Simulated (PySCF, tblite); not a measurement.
# C18H13N: excited states

Aim: compute the excited states of C18H13N (`c1ccc2c(c1)Cc1cc(-c3ccncc3)ccc1-2`).

Computed with tblite 0.8.0 and PySCF 2.14.0 and routines of our own; the level stands in each step. Atoms count from 0.

## (1) The starting structure

32 atoms, charge 0, multiplicity 1; geometry from: force field or distance geometry start.

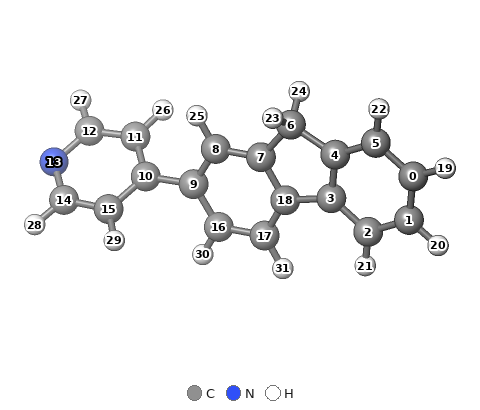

The starting geometry (carbon grey, nitrogen blue, hydrogen white).

## (2) Geometry optimisation with GFN2-xTB

What the job is given:

```
{"job": {"kind": "relax", "xc": "GFN2-xTB", "basis": "xTB"}, "charge": 0, "multiplicity": 1}
C      5.258200     0.488100    -0.045500
C      4.951700    -0.875700    -0.151500
C      3.642400    -1.336900    -0.141200
C      2.616300    -0.390000    -0.057900
C      2.917400     0.976900     0.055200
C      4.220800     1.434900     0.048800
C      1.643200     1.793300     0.136100
C      0.586100     0.715900     0.085700
C     -0.793200     0.861200     0.126700
C     -1.617500    -0.280800     0.065900
C     -3.082300    -0.161400     0.104900
C     -3.771500     0.646400    -0.802900
C     -5.154500     0.731300    -0.713300
N     -5.883100     0.070500     0.191000
C     -5.214900    -0.695100     1.068700
C     -3.835800    -0.849200     1.074600
C     -0.996800    -1.547200    -0.044000
C      0.393800    -1.702700    -0.092700
C      1.178200    -0.557100    -0.021300
H      6.291900     0.819800    -0.038200
H      5.767200    -1.591300    -0.211300
H      3.417200    -2.390900    -0.218600
H      4.458800     2.501600     0.139200
H      1.588000     2.322300     1.089600
H      1.553800     2.472700    -0.710600
H     -1.243000     1.853700     0.226800
H     -3.239700     1.205500    -1.575900
H     -5.715300     1.345800    -1.414000
H     -5.824400    -1.221000     1.796000
H     -3.354900    -1.484000     1.810500
H     -1.608900    -2.444100    -0.110700
H      0.835500    -2.681000    -0.177700
```

The run is started by

```sh
$ OMP_NUM_THREADS=4 python excited_run.py task.json out
```

The driver reads the jobs from task.json and runs them one after another.

What it wrote:

```text
step      E/eV     max force
  0   -1308.53145    1.103
  1   -1308.59579    0.401
  2   -1308.61857    0.272
  3   -1308.63557    0.175
  4   -1308.64006    0.149
  5   -1308.64240    0.093
  6   -1308.64387    0.078
  7   -1308.64554    0.085
  8   -1308.64696    0.081
  9   -1308.64828    0.068
 10   -1308.64934    0.059
 11   -1308.65016    0.060
 12   -1308.65079    0.050
 13   -1308.65139    0.045
 14   -1308.65203    0.049
 15   -1308.65261    0.048
 16   -1308.65300    0.036
 17   -1308.65324    0.028
 18   -1308.65341    0.025
 19   -1308.65359    0.025
 20   -1308.65378    0.032
 21   -1308.65397    0.038
 22   -1308.65419    0.036
 23   -1308.65447    0.034
 24   -1308.65479    0.040
 25   -1308.65511    0.036
 26   -1308.65542    0.038
 27   -1308.65573    0.035
 28   -1308.65608    0.041
 29   -1308.65653    0.044
 30   -1308.65709    0.048
 31   -1308.65770    0.045
 32   -1308.65823    0.039
 33   -1308.65859    0.031
 34   -1308.65887    0.035
 35   -1308.65915    0.035
 36   -1308.65951    0.041
 37   -1308.65991    0.047
 38   -1308.66034    0.037
 39   -1308.66082    0.048
 40   -1308.66141    0.056
 41   -1308.66207    0.054
 42   -1308.66270    0.056
 43   -1308.66322    0.052
 44   -1308.66363    0.046
 45   -1308.66397    0.038
 46   -1308.66432    0.041
 47   -1308.66469    0.045
 48   -1308.66507    0.039
 49   -1308.66545    0.044
 50   -1308.66579    0.040
 51   -1308.66609    0.035
 52   -1308.66641    0.037
 53   -1308.66676    0.044
 54   -1308.66713    0.041
 55   -1308.66745    0.037
 56   -1308.66773    0.040
 57   -1308.66800    0.036
 58   -1308.66830    0.033
 59   -1308.66866    0.030
 60   -1308.66891    0.030
 61   -1308.66919    0.032
 62   -1308.66946    0.032
 63   -1308.66974    0.031
 64   -1308.66997    0.030
 65   -1308.67017    0.028
 66   -1308.67036    0.025
 67   -1308.67053    0.028
 68   -1308.67069    0.025
 69   -1308.67085    0.024
 70   -1308.67101    0.027
 71   -1308.67117    0.021
 72   -1308.67128    0.016
 73   -1308.67136    0.016
 74   -1308.67142    0.014
 75   -1308.67149    0.018
 76   -1308.67155    0.013
 77   -1308.67162    0.014
 78   -1308.67167    0.013
 79   -1308.67171    0.011
 80   -1308.67174    0.009
```

It took 1.5 s on 4 threads of Intel Xeon Platinum 8488C, shared host; peak memory 0.18 GiB.

The steps of the relaxation: (not every step is listed)

| step | energy from step 0 (eV) | largest force (eV/Å) |
| --- | --- | --- |
| 0 | 0.0000 | 1.1028 |
| 1 | -0.0643 | 0.4015 |
| 2 | -0.0871 | 0.2719 |
| 3 | -0.1041 | 0.1745 |
| 4 | -0.1086 | 0.1489 |
| 5 | -0.1110 | 0.0927 |
| 6 | -0.1124 | 0.0784 |
| 7 | -0.1141 | 0.0847 |
| 8 | -0.1155 | 0.0811 |
| 14 | -0.1206 | 0.0490 |
| 20 | -0.1223 | 0.0317 |
| 26 | -0.1240 | 0.0383 |
| 32 | -0.1268 | 0.0391 |
| 38 | -0.1289 | 0.0375 |
| 44 | -0.1322 | 0.0461 |
| 50 | -0.1343 | 0.0396 |
| 56 | -0.1363 | 0.0395 |
| 62 | -0.1380 | 0.0318 |
| 68 | -0.1392 | 0.0252 |
| 74 | -0.1400 | 0.0137 |
| 75 | -0.1400 | 0.0176 |
| 76 | -0.1401 | 0.0135 |
| 77 | -0.1402 | 0.0142 |
| 78 | -0.1402 | 0.0129 |
| 79 | -0.1403 | 0.0107 |
| 80 | -0.1403 | 0.0092 |

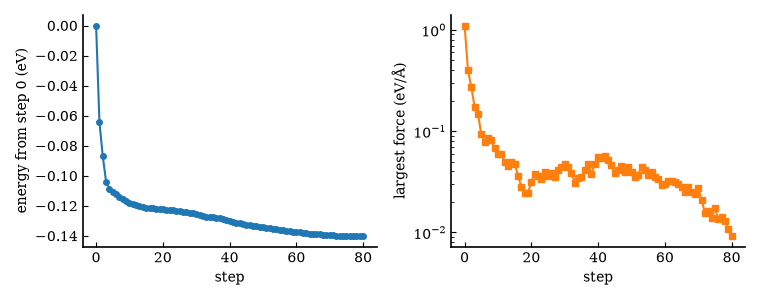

Energy and largest force along the relaxation.

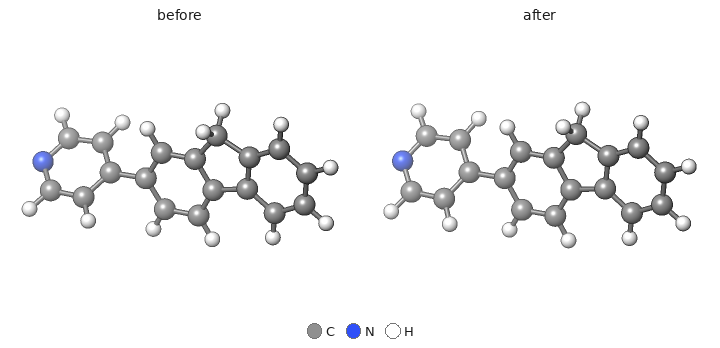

Before and after, at one scale.

Close pairs (by a distance rule), those that changed most:

| bond | before (Å) | after (Å) | change (Å) |
| --- | --- | --- | --- |
| N13–C14 | 1.343 | 1.323 | -0.020 |
| C0–C5 | 1.408 | 1.388 | -0.019 |
| C9–C16 | 1.415 | 1.395 | -0.019 |
| C16–C17 | 1.400 | 1.383 | -0.017 |
| C5–H22 | 1.097 | 1.081 | -0.016 |
| C0–C1 | 1.402 | 1.387 | -0.015 |
| C4–C6 | 1.515 | 1.502 | -0.014 |
| C12–N13 | 1.336 | 1.323 | -0.014 |

The final coordinates are the input of the step that follows.

## (3) Harmonic vibrations with GFN2-xTB

What the job is given:

```
{"job": {"kind": "ir", "xc": "GFN2-xTB", "basis": "xTB"}, "charge": 0, "multiplicity": 1}
C      5.228313     0.483564    -0.070481
C      4.942721    -0.873794    -0.082704
C      3.633395    -1.324209    -0.054588
C      2.610985    -0.389290    -0.018114
C      2.901338     0.984336    -0.011331
C      4.207937     1.424365    -0.034196
C      1.630888     1.784390     0.018682
C      0.574398     0.717815     0.033573
C     -0.794507     0.854383     0.063174
C     -1.594483    -0.290715     0.085656
C     -3.057055    -0.166348     0.122405
C     -3.720651     0.797610    -0.636415
C     -5.101158     0.868627    -0.570873
N     -5.840730     0.072112     0.182637
C     -5.215294    -0.840881     0.906858
C     -3.841078    -1.005824     0.913575
C     -0.996217    -1.551319     0.069562
C      0.378517    -1.693753     0.029177
C      1.168308    -0.554569     0.014332
H      6.257190     0.812321    -0.090447
H      5.752679    -1.587842    -0.115211
H      3.414478    -2.381635    -0.062703
H      4.436707     2.480611    -0.024726
H      1.571688     2.423957     0.902853
H      1.540221     2.430715    -0.858152
H     -1.250845     1.833649     0.093721
H     -3.168254     1.462838    -1.282471
H     -5.648250     1.598945    -1.153390
H     -5.853298    -1.471627     1.512752
H     -3.383536    -1.759719     1.535948
H     -1.624541    -2.430317     0.063944
H      0.824915    -2.676794     0.009444
```

What it wrote:

```text
mode    cm-1     km/mol
  1      37.5      0.33
  2      54.1      0.19
  3      73.1      0.80
  4     107.8      0.22
  5     136.4      0.28
  6     185.6      0.69
  7     224.3      0.57
  8     233.8      4.92
  9     248.1      0.45
 10     311.9      1.30
 11     335.5      0.08
 12     367.5      0.65
 13     397.9      3.93
 14     411.2      0.60
 15     457.0      1.09
 16     467.2      2.00
 17     494.6      0.86
 18     521.4      2.69
 19     537.5      1.22
 20     581.1      1.43
 21     591.0      1.39
 22     619.3      2.08
 23     629.4      0.81
 24     660.2      0.50
 25     699.9      3.84
 26     701.5     13.69
 27     710.1      3.44
 28     768.8      5.12
 29     769.7     22.24
 30     794.3      8.70
 31     833.5      0.93
 32     835.0      2.66
 33     878.5      2.22
 34     880.4      1.55
 35     887.7      0.43
 36     894.9      1.95
 37     904.6      5.26
 38     912.2      1.26
 39     916.1      0.25
 40     922.6      6.77
 41     925.2      0.97
 42     929.7      1.86
 43     995.3      0.16
 44    1004.9      8.53
 45    1076.0      0.00
 46    1082.3      0.04
 47    1085.1      0.11
 48    1100.6      6.44
 49    1115.5      1.66
 50    1119.6      0.43
 51    1157.7      0.42
 52    1175.5      0.04
 53    1182.8      0.49
 54    1196.8      1.32
 55    1210.4      5.33
 56    1211.8      3.79
 57    1233.1      3.93
 58    1264.8      0.14
 59    1269.9      1.38
 60    1279.9      1.93
 61    1284.8      1.55
 62    1306.0     12.09
 63    1332.3      1.59
 64    1360.6      1.52
 65    1378.6      6.95
 66    1421.1     21.20
 67    1429.0      2.59
 68    1436.9      0.25
 69    1454.3      3.49
 70    1469.1      1.84
 71    1490.2      1.88
 72    1548.6     10.48
 73    1576.5     34.73
 74    1580.7    162.72
 75    1593.0      1.32
 76    1604.7      2.23
 77    1610.8      0.49
 78    2947.3     18.44
 79    2971.6     19.46
 80    3053.0     46.19
 81    3053.3     39.96
 82    3070.8      8.93
 83    3074.7     15.98
 84    3075.7     30.48
 85    3076.8     14.37
 86    3083.6     55.72
 87    3087.8     15.94
 88    3088.2     17.19
 89    3089.7     81.47
 90    3092.2     87.38
```

Wall time 3.3 s (4 threads of Intel Xeon Platinum 8488C, shared host); peak memory 0.18 GiB.

Which atoms move in the most intense modes:

| cm⁻¹ | km/mol | atoms |
| --- | --- | --- |
| 1576 | 34.7 | C18 21 %, C16 16 %, C9 15 %, C7 11 % |
| 1581 | 162.7 | C12 19 %, C15 17 %, C14 16 %, C11 16 % |
| 3053 | 46.2 | H27 55 %, H28 36 % |
| 3053 | 40.0 | H28 55 %, H27 36 % |
| 3076 | 30.5 | H20 32 %, H21 19 %, H22 15 % |
| 3084 | 55.7 | H21 43 %, H19 32 %, H22 12 % |
| 3090 | 81.5 | H29 42 %, H31 21 %, H30 17 % |
| 3092 | 87.4 | H20 33 %, H21 26 %, H19 22 % |

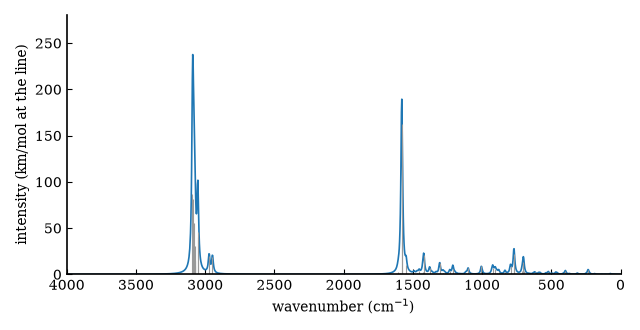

The infrared spectrum from these modes, unscaled. Lines are broadened to a width of 14 cm⁻¹ (Lorentzian).

## (4) Excited states: TDA CAM-B3LYP/def2-SVP

Settings changed since step 3:

```diff
@@ -1,2 +1,2 @@
-{"job": {"kind": "ir", "xc": "GFN2-xTB", "basis": "xTB"}, "charge": 0, "multiplicity": 1}
+{"job": {"kind": "states", "xc": "CAM-B3LYP", "basis": "def2-SVP", "tda": true, "soc": true, "nstates": 6, "ntriplets": 5, "nquad": 4}, "charge": 0, "multiplicity": 1}
 C      5.228313     0.483564    -0.070481
```

With the program's defaults for keys left out, this is: TDA CAM-B3LYP/def2-SVP excited states, vertical, gas phase, spin-orbit mean-field couplings.

What it wrote:

```text
coarse grid: 28672 points
cycle   1  E = -747.3283218499  dE =  4.671e+00  |g| = 4.503e-01  |ddm| = 7.770e+00
cycle   2  E = -747.3636076486  dE = -3.529e-02  |g| = 3.680e-01  |ddm| = 1.562e+00
cycle   3  E = -747.3918121617  dE = -2.820e-02  |g| = 1.091e-01  |ddm| = 4.851e-01
cycle   4  E = -747.3940725479  dE = -2.260e-03  |g| = 5.037e-02  |ddm| = 1.673e-01
cycle   5  E = -747.3947254180  dE = -6.529e-04  |g| = 9.837e-03  |ddm| = 7.901e-02
cycle   6  E = -747.3947491607  dE = -2.374e-05  |g| = 3.322e-03  |ddm| = 1.628e-02
cycle   7  E = -747.3947522641  dE = -3.103e-06  |g| = 1.228e-03  |ddm| = 5.960e-03
final grid: 282576 points
cycle   8  E = -747.5491706989  dE = -7.802e-05  |g| = 4.510e-03  |ddm| = 6.816e-02
cycle   9  E = -747.5491724089  dE = -1.710e-06  |g| = 3.987e-03  |ddm| = 1.449e-02
cycle  10  E = -747.5491764199  dE = -4.011e-06  |g| = 1.006e-03  |ddm| = 6.424e-03
cycle  11  E = -747.5491766735  dE = -2.536e-07  |g| = 2.797e-04  |ddm| = 1.561e-03
cycle  12  E = -747.5491766939  dE = -2.039e-08  |g| = 8.635e-05  |ddm| = 4.975e-04
cycle  13  E = -747.5491766957  dE = -1.886e-09  |g| = 2.089e-05  |ddm| = 1.212e-04
cycle  14  E = -747.5491766959  dE = -1.189e-10  |g| = 8.155e-06  |ddm| = 3.675e-05
converged SCF energy = -747.5491766959

Singlet excitations
state   eV       nm        f     d(h-e)  d(exc)  Lambda  PR(NTO)  |dmu|/D   mu/D   main configurations
  1   4.7359   261.8   1.02139   0.744   4.182   0.769   1.172    2.676    5.556   H->L 0.87
  2   4.9623   249.9   0.05062   0.310   3.551   0.623   2.204    0.974    1.916   H->L+1 0.36, H-2->L 0.26, H-1->L 0.09
  3   5.0183   247.1   0.01247   1.085   3.392   0.589   1.762    3.513    0.740   H-2->L 0.25, H-3->L 0.22, H->L+1 0.21
  4   5.1945   238.7   0.01051   0.170   3.527   0.650   2.190    0.627    3.492   H-1->L 0.40, H->L+4 0.27
  5   5.3588   231.4   0.00007   1.209   2.626   0.362   1.005                     H-2->L+2 0.82, H-3->L+2 0.10
  6   5.4931   225.7   0.01202   0.078   3.595   0.422   1.989                     H-4->L 0.40, H->L+2 0.24, H-5->L+2 0.15

Triplet excitations (Tamm-Dancoff)
state   eV     d(h-e)  d(exc)  Lambda  PR(NTO)   main configurations
  1   3.2858   0.202   3.531   0.776   1.394   H->L 0.77
  2   4.1194   0.094   2.758   0.774   4.102   H-5->L 0.27, H->L+3 0.20, H-4->L+2 0.14
  3   4.2380   1.396   2.968   0.513   1.032   H-2->L 0.43, H-2->L+3 0.28
  4   4.3194   0.086   3.322   0.704   1.458   H->L+1 0.72
  5   4.3770   0.043   2.523   0.802   4.187   H-4->L+2 0.26, H-1->L+1 0.24, H-3->L+4 0.12
S1 - T1 = 1.4502 eV

Spin-orbit couplings |<S|Hso|T>| (cm-1)
             T1       T2       T3       T4       T5
S0        0.175    0.254   25.431    2.283    0.730
S1        0.171    0.230    2.839    0.175    0.247
S2        1.582    3.143    0.993    0.324    2.137
S3        2.281    4.678    0.515    0.363    3.256
S4        0.210    0.487    0.309    0.072    0.313
S5        0.077    0.478    0.130    0.195    0.697
S6        0.096    0.222    0.988    0.383    0.184
T1 sublevels (cm-1): 0.000 0.000 0.000   radiative rates (1/s): 0.00122 0.0413 0.0096
```

Wall time 1.7 min (4 threads of Intel Xeon Platinum 8488C, shared host); peak memory 2.6 GiB.

Key values:

| quantity | value |
| --- | --- |
| S1 less T1 | 1.45 eV |

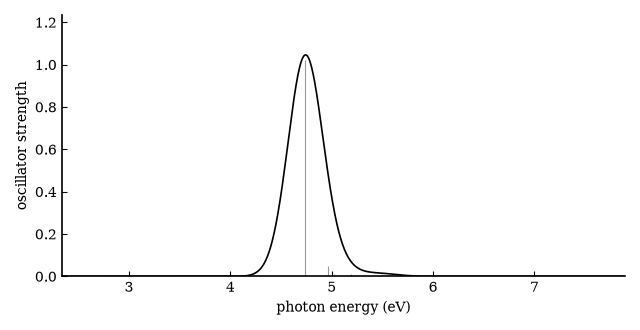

Absorption lines of the singlets. Lines are broadened to a width of 0.40 eV (Gaussian).

## (5) Outcome

| quantity | value |
| --- | --- |
| strongest single infrared mode (GFN2-xTB) | 1581 cm⁻¹, 163 km/mol |
| zero-point energy (GFN2-xTB) | 156.2 kcal/mol |
| S1 less T1 (step 4, TDA CAM-B3LYP/def2-SVP) | 1.45 eV |

All 90 modes are real, so the xTB geometry is a minimum. The strongest single mode, at 1581 cm⁻¹, has its largest shares on C12, C15, C14 and C11 (the list is cut at 4 atoms). Unscaled tight-binding wavenumbers are off by several per cent, some by more. Its intensities can rank the bands wrongly. In step 4, the number of triplets below S1 is at least 5, and the largest singlet-triplet spin-orbit coupling is S0–T3, 25.43 cm⁻¹.
